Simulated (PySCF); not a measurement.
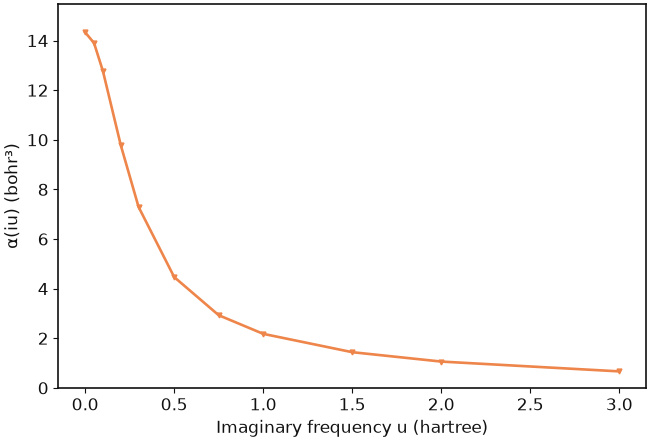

Dipole polarisability at imaginary frequency of Co²⁺ ([Ar] 3d⁶ 4s). Coupled response at the PBE0 level; PySCF, aug-cc-pVTZ-DK, spin-free X2C-1e, unrestricted single determinants, no spin-orbit coupling.

Question: Give the static polarisability, its fall-off and C₆.

Answer: The static dipole polarisability is 14.3 bohr³; α(iu) falls to half of it near u = 0.31 hartree. The Casimir–Polder integral gives C₆ = 51.9 hartree bohr⁶ for two such species.
